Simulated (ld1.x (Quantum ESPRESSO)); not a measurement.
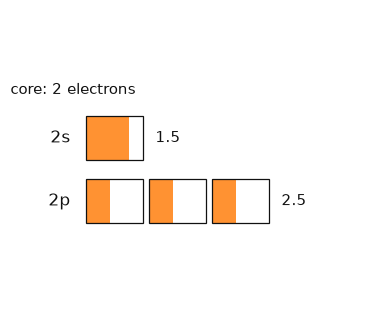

The valence shells of the reference configuration: a box for each of the 2l + 1 orbitals, shaded by the share of the shell that is filled, with the electron count at the right.

Pseudopotential generation: C (part 1 of 2)

- system: carbon (C, Z = 6), core [He], reference valence 2s1.5 2p2.5, valence charge 4.
- method: TM potential, Wu–Cohen, scalar-relativistic, made with ld1.x (Quantum ESPRESSO) 7.5

**Input file**
```
 &input
   title='C', zed=6., rel=1, dft='WC', iswitch=3,
   config='[He] 2s1.5 2p2.5 3d-2',
   nld=3, rlderiv=3.05, eminld=-3.0, emaxld=5.0, deld=0.02
 /
 &inputp
   pseudotype=2, tm=.true., lloc=2,
   nlcc=.true., new_core_ps=.true., rcore=1.25,
   file_pseudopw='C.UPF', file_wfcaegen='ae.wfc', file_wfcncgen='nc.wfc', file_beta='beta', file_chi='chi'
 /
3
2S  1  0   1.50   0.00  1.30  1.30  0.0
2P  2  1   2.50   0.00  2.80  2.80  0.0
3D  3  2  -2.00   0.10  2.20  2.20  0.0
 &test
   configts(1)='2s1.5 2p2.5'
 /
```

**Input of the test run**
```
 &input
   title='C', zed=6., rel=1, dft='WC', iswitch=2,
   config='[He] 2s1.5 2p2.5 3d-2'
 /
 &test
   file_pseudo='C.UPF', nconf=8,
   configts(1)='2s1.5 2p2.5',
   configts(2)='2s2 2p2',
   configts(3)='2s2 2p1',
   configts(4)='2s2 2p0',
   configts(5)='2s0 2p4',
   configts(6)='2s1 2p2',
   configts(7)='2s1 2p0',
   configts(8)='2s2 2p2.3'
 /
```

Command:
```bash
ld1.x < C.in > C.out
```

**Output**
```
     Program LD1 v.7.5
     --------------------------- All-electron run ----------------------------

     C
     scalar relativistic calculation

     atomic number is  6.00
     dft =WC   lsd =0 sic =0 latt =0  beta=0.20 tr2=1.0E-14
     Exchange-correlation= WC
                           (   1   4  11   4   0   0   0)
     mesh =1073 r(mesh) = 100.30751 a.u. xmin = -7.00 dx = 0.01250
     1 Ry =  13.60569312 eV, c = 137.03599908

     n l     nl                  e(Ry)          e(Ha)          e(eV)
     1 0     1S 1( 2.00)       -20.0837       -10.0419      -273.2533
     2 0     2S 1( 1.50)        -1.0215        -0.5107       -13.8981
     2 1     2P 1( 2.50)        -0.4016        -0.2008        -5.4644

     final scf error:  2.7E-15 reached in  20 iterations

     Etot =     -75.032743 Ry,     -37.516371 Ha,   -1020.872475 eV

     Ekin =      74.831476 Ry,      37.415738 Ha,    1018.134094 eV
     Encl =    -175.185264 Ry,     -87.592632 Ha,   -2383.516948 eV
     Eh   =      35.225168 Ry,      17.612584 Ha,     479.262822 eV
     Exc  =      -9.904122 Ry,      -4.952061 Ha,    -134.752443 eV

     normalization and overlap integrals

     s(1S/1S) =  1.000000  <r> =   0.2710  <r2> =    0.0995  r(max) =   0.1752
     s(2S/2S) =  1.000000  <r> =   1.5708  <r2> =    2.9855  r(max) =   1.2162
     s(2P/2P) =  1.000000  <r> =   1.7812  <r2> =    4.1541  r(max) =   1.2011

     ------------------------ End of All-electron run ------------------------

     --------------------- Generating NC pseudopotential ---------------------

      Generating local pot.: lloc=2, matching radius rcloc =   2.2000

      Computing core charge for nlcc:

       r > 1.26 : true rho core
      Core charge pseudized with two Bessel functions
      Integrated core pseudo-charge :   0.04

      Wfc   2S  rcut= 1.295  Using Troullier-Martins method

      Wfc   2P  rcut= 2.810  Using Troullier-Martins method

     ------------------- End of pseudopotential generation -------------------

     --------------------------- All-electron run ----------------------------

     C
     scalar relativistic calculation

     atomic number is  6.00
     dft =WC   lsd =0 sic =0 latt =0  beta=0.20 tr2=1.0E-14
     Exchange-correlation= WC
                           (   1   4  11   4   0   0   0)
     mesh =1073 r(mesh) = 100.30751 a.u. xmin = -7.00 dx = 0.01250
     1 Ry =  13.60569312 eV, c = 137.03599908

     n l     nl                  e(Ry)          e(Ha)          e(eV)
     1 0     1S 1( 2.00)       -20.0837       -10.0419      -273.2533
     2 0     2S 1( 1.50)        -1.0215        -0.5107       -13.8981
     2 1     2P 1( 2.50)        -0.4016        -0.2008        -5.4644

     final scf error:  2.7E-15 reached in  20 iterations

     Etot =     -75.032743 Ry,     -37.516371 Ha,   -1020.872475 eV

     Ekin =      74.831476 Ry,      37.415738 Ha,    1018.134094 eV
     Encl =    -175.185264 Ry,     -87.592632 Ha,   -2383.516948 eV
     Eh   =      35.225168 Ry,      17.612584 Ha,     479.262822 eV
     Exc  =      -9.904122 Ry,      -4.952061 Ha,    -134.752443 eV

     normalization and overlap integrals

     s(1S/1S) =  1.000000  <r> =   0.2710  <r2> =    0.0995  r(max) =   0.1752
     s(2S/2S) =  1.000000  <r> =   1.5708  <r2> =    2.9855  r(max) =   1.2162
     s(2P/2P) =  1.000000  <r> =   1.7812  <r2> =    4.1541  r(max) =   1.2011

     ------------------------ End of All-electron run ------------------------

     Computing logarithmic derivative in   3.04807
     Computing logarithmic derivative in   3.04807
     Computing the partial wave expansion
     R is outside the sphere for l=    0 j= 0.00
     R is outside the sphere for l=    1 j= 0.00
       no projector for channel:   2

     ---------------------- Testing the pseudopotential ----------------------

     C
     scalar relativistic calculation

     atomic number is  6.00   valence charge is  4.00
     dft =WC   lsd =0 sic =0 latt =0  beta=0.20 tr2=1.0E-14
     mesh =1073 r(mesh) = 100.30751 xmin = -7.00 dx = 0.01250

     n l     nl             e AE (Ry)        e PS (Ry)    De AE-PS (Ry)
     1 0     2S   1( 1.50)       -1.02149       -1.02150        0.00001
     2 1     2P   1( 2.50)       -0.40163       -0.40163        0.00000

     eps = 3.3E-15  iter =  4

     Etot =     -75.032743 Ry,     -37.516371 Ha,   -1020.872475 eV
     Etotps =   -10.212279 Ry,      -5.106140 Ha,    -138.945139 eV

     Ekin =       6.085240 Ry,       3.042620 Ha,      82.793908 eV
     Encl =     -21.665476 Ry,     -10.832738 Ha,    -294.773816 eV
     Ehrt =       8.455158 Ry,       4.227579 Ha,     115.038283 eV
     Ecxc =      -2.756189 Ry,      -1.378094 Ha,     -37.499858 eV
     (Ecc =      -0.016528 Ry,      -0.008264 Ha,      -0.224871 eV)
     Epseu=      -0.331013 Ry,      -0.165506 Ha,      -4.503656 eV

     ---------------------- End of pseudopotential test ----------------------
```

**Output of the test run (extracts)**
```
     ---------------------- Testing the pseudopotential ----------------------

     C
     scalar relativistic calculation

     atomic number is  6.00   valence charge is  4.00
     dft =WC   lsd =0 sic =0 latt =0  beta=0.20 tr2=1.0E-14
     mesh =1073 r(mesh) = 100.30751 xmin = -7.00 dx = 0.01250

     n l     nl             e AE (Ry)        e PS (Ry)    De AE-PS (Ry)
     1 0     2S   1( 1.50)       -1.02149       -1.02150        0.00001
     2 1     2P   1( 2.50)       -0.40163       -0.40163        0.00000

     eps = 1.5E-15  iter =  4

     Etot =     -75.032743 Ry,     -37.516371 Ha,   -1020.872474 eV
     Etotps =   -10.212280 Ry,      -5.106140 Ha,    -138.945144 eV

     Ekin =       6.085240 Ry,       3.042620 Ha,      82.793905 eV
     Encl =     -21.665476 Ry,     -10.832738 Ha,    -294.773818 eV
     Ehrt =       8.455158 Ry,       4.227579 Ha,     115.038284 eV
     Ecxc =      -2.756189 Ry,      -1.378094 Ha,     -37.499858 eV
     (Ecc =      -0.016528 Ry,      -0.008264 Ha,      -0.224871 eV)
     Epseu=      -0.331013 Ry,      -0.165506 Ha,      -4.503656 eV

     ---------------------- End of pseudopotential test ----------------------

     ---------------------- Testing the pseudopotential ----------------------

     C
     scalar relativistic calculation

     atomic number is  6.00   valence charge is  4.00
     dft =WC   lsd =0 sic =0 latt =0  beta=0.20 tr2=1.0E-14
     mesh =1073 r(mesh) = 100.30751 xmin = -7.00 dx = 0.01250

     n l     nl             e AE (Ry)        e PS (Ry)    De AE-PS (Ry)
     1 0     2S   1( 2.00)       -1.00445       -0.99950       -0.00495
     2 1     2P   1( 2.00)       -0.38526       -0.38223       -0.00303

     eps = 6.7E-15  iter =  7

     Etot =     -75.342515 Ry,     -37.671257 Ha,   -1025.087132 eV
     Etotps =   -10.521580 Ry,      -5.260790 Ha,    -143.153390 eV
     dEtot_ae =      -0.309772 Ry
     dEtot_ps =      -0.309300 Ry,   Delta E=      -0.000471 Ry

     Ekin =       5.470341 Ry,       2.735171 Ha,      74.427787 eV
     Encl =     -21.838689 Ry,     -10.919344 Ha,    -297.130495 eV
     Ehrt =       8.544382 Ry,       4.272191 Ha,     116.252238 eV
     Ecxc =      -2.782126 Ry,      -1.391063 Ha,     -37.852756 eV
     (Ecc =      -0.016528 Ry,      -0.008264 Ha,      -0.224871 eV)
     Epseu=       0.084511 Ry,       0.042256 Ha,       1.149835 eV

     ---------------------- End of pseudopotential test ----------------------

     ---------------------- Testing the pseudopotential ----------------------

     C
     scalar relativistic calculation

     atomic number is  6.00   valence charge is  4.00
     dft =WC   lsd =0 sic =0 latt =0  beta=0.20 tr2=1.0E-14
     mesh =1073 r(mesh) = 100.30751 xmin = -7.00 dx = 0.01250

     n l     nl             e AE (Ry)        e PS (Ry)    De AE-PS (Ry)
     1 0     2S   1( 2.00)       -1.88686       -1.86928       -0.01758  !
     2 1     2P   1( 1.00)       -1.24583       -1.21609       -0.02974  !

     eps = 3.4E-15  iter =  9

     Etot =     -74.547584 Ry,     -37.273792 Ha,   -1014.271548 eV
     Etotps =    -9.739587 Ry,      -4.869793 Ha,    -132.513831 eV
     dEtot_ae =       0.485159 Ry
     dEtot_ps =       0.472693 Ry,   Delta E=       0.012466 Ry

     Ekin =       4.241520 Ry,       2.120760 Ha,      57.708819 eV
     Encl =     -17.708336 Ry,      -8.854168 Ha,    -240.934185 eV
     Ehrt =       5.376151 Ry,       2.688075 Ha,      73.146258 eV
     Ecxc =      -2.144011 Ry,      -1.072006 Ha,     -29.170757 eV
     (Ecc =      -0.016528 Ry,      -0.008264 Ha,      -0.224871 eV)
     Epseu=       0.495089 Ry,       0.247545 Ha,       6.736034 eV

     ---------------------- End of pseudopotential test ----------------------

     ---------------------- Testing the pseudopotential ----------------------

     C
     scalar relativistic calculation

     atomic number is  6.00   valence charge is  4.00
     dft =WC   lsd =0 sic =0 latt =0  beta=0.20 tr2=1.0E-14
     mesh =1073 r(mesh) = 100.30751 xmin = -7.00 dx = 0.01250

     n l     nl             e AE (Ry)        e PS (Ry)    De AE-PS (Ry)
     1 0     2S   1( 2.00)       -2.95862       -2.89353       -0.06510  !
     2 1     2P   1( 0.00)       -2.32498       -2.21045       -0.11453  !

     eps = 5.2E-15  iter =  7

     Etot =     -72.778307 Ry,     -36.389154 Ha,    -990.199316 eV
     Etotps =    -8.036230 Ry,      -4.018115 Ha,    -109.338478 eV
     dEtot_ae =       2.254435 Ry
     dEtot_ps =       2.176050 Ry,   Delta E=       0.078386 Ry

     Ekin =       2.193296 Ry,       1.096648 Ha,      29.841311 eV
     Encl =     -12.598083 Ry,      -6.299042 Ha,    -171.405652 eV
     Ehrt =       2.616671 Ry,       1.308336 Ha,      35.601628 eV
     Ecxc =      -1.396009 Ry,      -0.698004 Ha,     -18.993667 eV
     (Ecc =      -0.016528 Ry,      -0.008264 Ha,      -0.224871 eV)
     Epseu=       1.147895 Ry,       0.573947 Ha,      15.617902 eV

     ---------------------- End of pseudopotential test ----------------------

     ---------------------- Testing the pseudopotential ----------------------

     C
     scalar relativistic calculation

     atomic number is  6.00   valence charge is  4.00
     dft =WC   lsd =0 sic =0 latt =0  beta=0.20 tr2=1.0E-14
     mesh =1073 r(mesh) = 100.30751 xmin = -7.00 dx = 0.01250

     n l     nl             e AE (Ry)        e PS (Ry)    De AE-PS (Ry)
     1 0     2S   1( 0.00)       -1.06678       -1.07971        0.01293  !
     2 1     2P   1( 4.00)       -0.44536       -0.45410        0.00874  !

     eps = 4.3E-15  iter =  9

     Etot =     -74.101712 Ry,     -37.050856 Ha,   -1008.205148 eV
     Etotps =    -9.277699 Ry,      -4.638849 Ha,    -126.229519 eV
     dEtot_ae =       0.931031 Ry
     dEtot_ps =       0.934581 Ry,   Delta E=      -0.003550 Ry

     Ekin =       8.015034 Ry,       4.007517 Ha,     109.050096 eV
     Encl =     -21.185702 Ry,     -10.592851 Ha,    -288.246157 eV
     Ehrt =       8.223943 Ry,       4.111972 Ha,     111.892450 eV
     Ecxc =      -2.691473 Ry,      -1.345737 Ha,     -36.619358 eV
     (Ecc =      -0.016528 Ry,      -0.008264 Ha,      -0.224871 eV)
     Epseu=      -1.639501 Ry,      -0.819751 Ha,     -22.306550 eV

     ---------------------- End of pseudopotential test ----------------------

     ---------------------- Testing the pseudopotential ----------------------

     C
     scalar relativistic calculation

     atomic number is  6.00   valence charge is  4.00
     dft =WC   lsd =0 sic =0 latt =0  beta=0.20 tr2=1.0E-14
     mesh =1073 r(mesh) = 100.30751 xmin = -7.00 dx = 0.01250

     n l     nl             e AE (Ry)        e PS (Ry)    De AE-PS (Ry)
     1 0     2S   1( 1.00)       -1.89429       -1.90270        0.00841  !
     2 1     2P   1( 2.00)       -1.25380       -1.24729       -0.00651  !

     eps = 5.2E-16  iter =  9

     Etot =     -73.906831 Ry,     -36.953416 Ha,   -1005.553669 eV
     Etotps =    -9.085224 Ry,      -4.542612 Ha,    -123.610763 eV
     dEtot_ae =       1.125911 Ry
     dEtot_ps =       1.127056 Ry,   Delta E=      -0.001145 Ry

     Ekin =       5.676414 Ry,       2.838207 Ha,      77.231552 eV
     Encl =     -17.432084 Ry,      -8.716042 Ha,    -237.175579 eV
     Ehrt =       5.269249 Ry,       2.634625 Ha,      71.691787 eV
     Ecxc =      -2.108048 Ry,      -1.054024 Ha,     -28.681452 eV
     (Ecc =      -0.016528 Ry,      -0.008264 Ha,      -0.224871 eV)
     Epseu=      -0.490756 Ry,      -0.245378 Ha,      -6.677072 eV

     ---------------------- End of pseudopotential test ----------------------

     ---------------------- Testing the pseudopotential ----------------------

     C
     scalar relativistic calculation

     atomic number is  6.00   valence charge is  4.00
     dft =WC   lsd =0 sic =0 latt =0  beta=0.20 tr2=1.0E-14
     mesh =1073 r(mesh) = 100.30751 xmin = -7.00 dx = 0.01250

     n l     nl             e AE (Ry)        e PS (Ry)    De AE-PS (Ry)
     1 0     2S   1( 1.00)       -4.10980       -4.02749       -0.08231  !
     2 1     2P   1( 0.00)       -3.51519       -3.31355       -0.20163  !

     eps = 7.0E-15  iter =  9

     Etot =     -69.247031 Ry,     -34.623515 Ha,    -942.153849 eV
     Etotps =    -4.578943 Ry,      -2.289471 Ha,     -62.299687 eV
     dEtot_ae =       5.785712 Ry
     dEtot_ps =       5.633337 Ry,   Delta E=       0.152375 Ry

     Ekin =       1.238724 Ry,       0.619362 Ha,      16.853701 eV
     Encl =      -6.564020 Ry,      -3.282010 Ha,     -89.308044 eV
     Ehrt =       0.694249 Ry,       0.347124 Ha,       9.445737 eV
     Ecxc =      -0.622290 Ry,      -0.311145 Ha,      -8.466689 eV
     (Ecc =      -0.016528 Ry,      -0.008264 Ha,      -0.224871 eV)
     Epseu=       0.674395 Ry,       0.337197 Ha,       9.175608 eV

     ---------------------- End of pseudopotential test ----------------------

     ---------------------- Testing the pseudopotential ----------------------

     C
     scalar relativistic calculation

     atomic number is  6.00   valence charge is  4.00
     dft =WC   lsd =0 sic =0 latt =0  beta=0.20 tr2=1.0E-14
     mesh =1073 r(mesh) = 100.30751 xmin = -7.00 dx = 0.01250

     n l     nl             e AE (Ry)        e PS (Ry)    De AE-PS (Ry)
     1 0     2S   1( 2.00)       -0.78882       -0.78441       -0.00441
     2 1     2P   1( 2.30)       -0.18046       -0.17930       -0.00116

     eps = 5.4E-15  iter =  7

     Etot =     -75.426637 Ry,     -37.713319 Ha,   -1026.231678 eV
     Etotps =   -10.605118 Ry,      -5.302559 Ha,    -144.289978 eV
     dEtot_ae =      -0.393894 Ry
     dEtot_ps =      -0.392838 Ry,   Delta E=      -0.001056 Ry

     Ekin =       5.662215 Ry,       2.831107 Ha,      77.038356 eV
     Encl =     -22.808175 Ry,     -11.404088 Ha,    -310.321035 eV
     Ehrt =       9.456444 Ry,       4.728222 Ha,     128.661478 eV
     Ecxc =      -2.930963 Ry,      -1.465481 Ha,     -39.877777 eV
     (Ecc =      -0.016528 Ry,      -0.008264 Ha,      -0.224871 eV)
     Epseu=       0.015361 Ry,       0.007681 Ha,       0.209000 eV

     ---------------------- End of pseudopotential test ----------------------
```

(Continued in part 2.) Outcome of the run: generated.
